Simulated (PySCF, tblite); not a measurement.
# C3H10OSi2: geometry, infrared bands and NMR shifts

What infrared bands and NMR shifts should C3H10OSi2 (`[SiH3]O[SiH]1CCC1`) show?

The runs use tblite 0.8.0 and PySCF 2.14.0, with density-fitted response routines of our own; the level of theory stands in each step. All values are computed, except where a source is named. Atoms are numbered from 0 throughout.

### Step 1. The molecule as given

16 atoms, charge 0, multiplicity 1; geometry from: force field or distance geometry start.

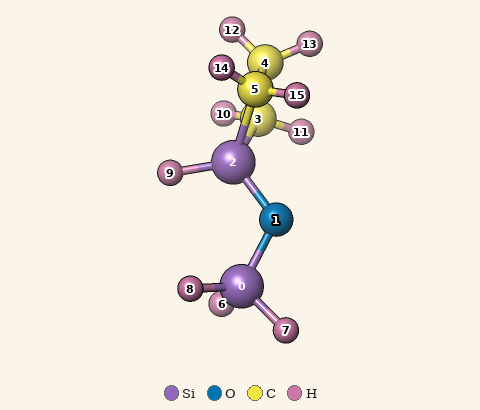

The starting geometry (silicon purple, oxygen blue, carbon yellow, hydrogen pink), atoms numbered; sticks join atoms by distance.

### Step 2. Relaxing the molecule with GFN2-xTB

The job: settings as JSON, then the geometry in Å.

```
{"job": {"kind": "relax", "xc": "GFN2-xTB", "basis": "xTB"}, "charge": 0, "multiplicity": 1}
Si     2.984800    -0.051400     0.463400
O      1.398200    -0.502600     0.919200
Si     0.195000    -0.039300    -0.156600
C     -1.139400     1.041700     0.568500
C     -2.240300     0.029300     0.265200
C     -1.350300    -1.112300    -0.180600
H      3.177800     1.416300     0.451500
H      3.894400    -0.572500     1.509600
H      3.375700    -0.536500    -0.853800
H      0.642500     0.368200    -1.481100
H     -1.279600     1.948100    -0.013700
H     -1.072100     1.220300     1.665700
H     -2.920200     0.423900    -0.515300
H     -2.830400    -0.177200     1.179900
H     -1.605200    -1.526700    -1.157000
H     -1.238400    -1.920300     0.591100
```

Command:

```bash
OMP_NUM_THREADS=1 python probes_run.py task.json out
```

This one command runs all jobs of the session in turn.

**Question.** This job is followed by: GFN2-xTB harmonic vibrations, gas phase; GIAO PBE0/pcSseg-1 NMR shielding, non-relativistic, gas phase. What will the session give for the following? strongest single infrared mode (GFN2-xTB); zero-point energy (GFN2-xTB); 13C shifts against TMS (PBE0/pcSseg-1, means over atoms taken as alike); 1H shifts against TMS (PBE0/pcSseg-1, means over atoms taken as alike); 29Si shifts against TMS (PBE0/pcSseg-1); 17O shifts against H2O (PBE0/pcSseg-1); surface potential, least and greatest.

**Answer**, as computed:

```
                                                               quantity                                   value
                              strongest single infrared mode (GFN2-xTB)                   1105 cm⁻¹, 764 km/mol
                                           zero-point energy (GFN2-xTB)                           74.3 kcal/mol
13C shifts against TMS (PBE0/pcSseg-1, means over atoms taken as alike)                          24.9, 14.9 ppm
 1H shifts against TMS (PBE0/pcSseg-1, means over atoms taken as alike)  5.52, 5.20, 1.95, 1.82, 1.73, 1.63 ppm
                                29Si shifts against TMS (PBE0/pcSseg-1)                         -3.6, -44.0 ppm
                                 17O shifts against H2O (PBE0/pcSseg-1)                                37.4 ppm
                                  surface potential, least and greatest                      -0.42 V and 1.27 V
```

The optimisation took 111 steps and gained 0.670 eV; among the close pairs (by a distance rule), Si0–O1 changed most, from 1.711 to 1.621 Å. No mode is imaginary among the 42: a minimum at this level. The strongest single mode, at 1105 cm⁻¹, moves mainly O1. GFN2-xTB is a fitted tight-binding method: band positions and strengths are rough. Its intensities can rank the bands wrongly. At PBE0/pcSseg-1: The widest tensor belongs to O1: span 130 ppm, with a paramagnetic part of -99 ppm.
